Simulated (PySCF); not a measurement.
**C₄H₆BrNSi (SMILES N#C/C=C\[SiH2]CBr): density, localisation and related maps**

Input

```
{"job": {"kind": "uv", "xc": "CAM-B3LYP", "basis": "def2-SVPD", "nstates": 8, "ntriplets": 3}, "charge": 0, "multiplicity": 1}
N      1.577651     2.291889     0.640292
C      1.721454     1.191766     0.347255
C      1.890922    -0.161394    -0.003988
C      0.915337    -0.877623    -0.569591
Si    -0.807274    -0.200754    -0.957608
C     -1.610855     0.253572     0.716848
Br    -1.667663    -1.340524     1.846165
H      2.867256    -0.573679     0.225160
H      1.126064    -1.913361    -0.802041
H     -1.589219    -1.271486    -1.575682
H     -0.743292     1.012214    -1.772485
H     -1.045895     0.999447     1.269962
H     -2.638874     0.590420     0.617986
```

Command:

```sh
OMP_NUM_THREADS=1 python probes_run.py task.json out
```

Geometry: GFN2-xTB.

Theory: CAM-B3LYP/def2-SVPD, SCF density, gas phase in PySCF.

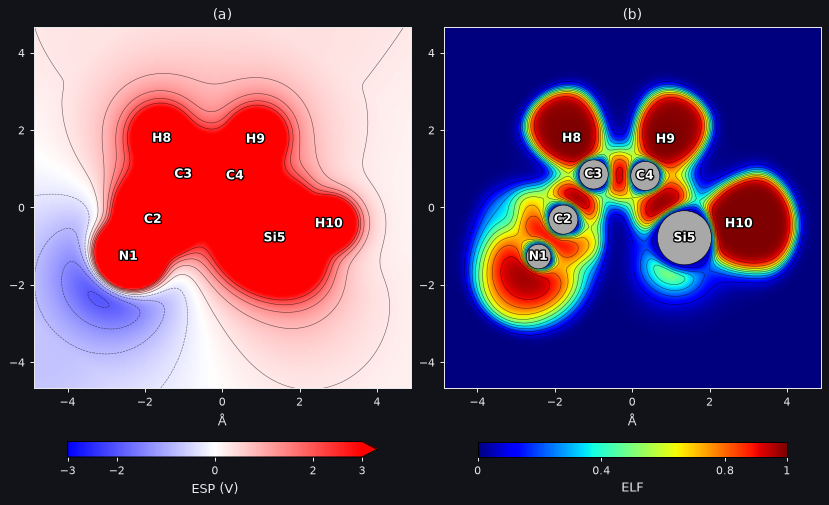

Figure 1. (a) electrostatic potential; (b) ELF on the plane of atoms Si5, C4 and H9. Grey discs cover the atomic cores in the ELF map.

What does the map show?

The plane passes through N, C, Si and H nuclei. C–N (1.15 Å): the ELF peaks at about 0.90 between the atoms: a short, multiple covalent bond. C–C (1.34 Å): the ELF peaks at about 0.95 between the atoms (a short, multiple covalent bond). C–Si (1.89 Å): the ELF peaks at about 1 between the atoms, as expected for a covalent bond. C–H (1.08 Å): the ELF climbs to about 1 towards the hydrogen, as it does in any bond to H: an ordinary covalent bond to hydrogen. C–C (1.41 Å): the ELF peaks at about 0.95 between the atoms (a covalent bond). The ELF also peaks beside N1, away from the bonds: lone-pair regions. Outside the dense part of the molecule the potential is most negative (−2.0 V) near N1.

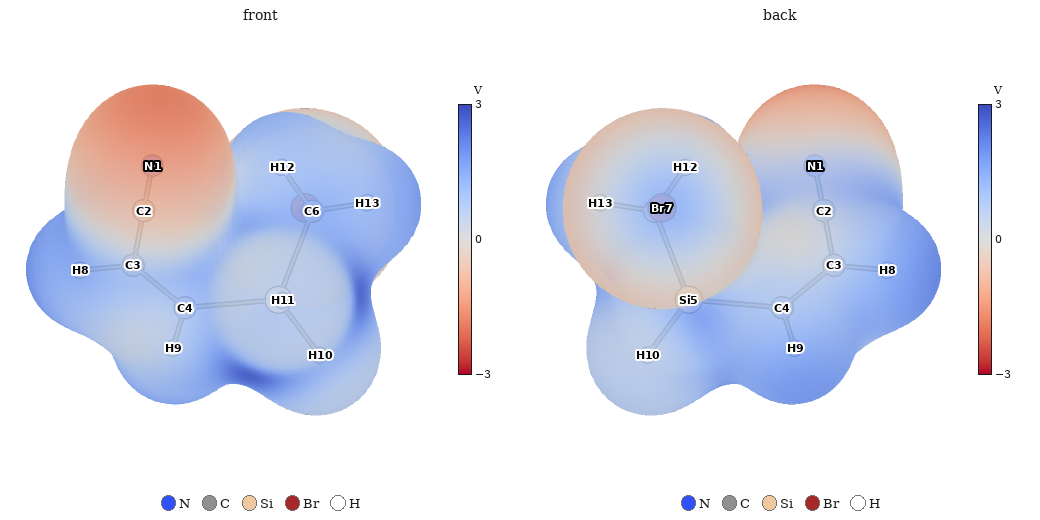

Figure 2. The electrostatic potential painted on the density surface at 0.004 e/bohr³, seen from the front and from behind; the colour scale runs from red (negative) to blue (positive).

Where is the surface potential most negative and most positive?

The most negative region (about −1.8 V) lies over N1, the most positive (about +2.5 V) over Si5. Br7 shows a σ-hole: about +1.2 V at the tip opposite its bond, against about −0.4 V on its flanks. N1 is the likeliest acceptor of a hydrogen bond.

What dipole moment does the calculation give?

Its dipole moment is 2.93 D.
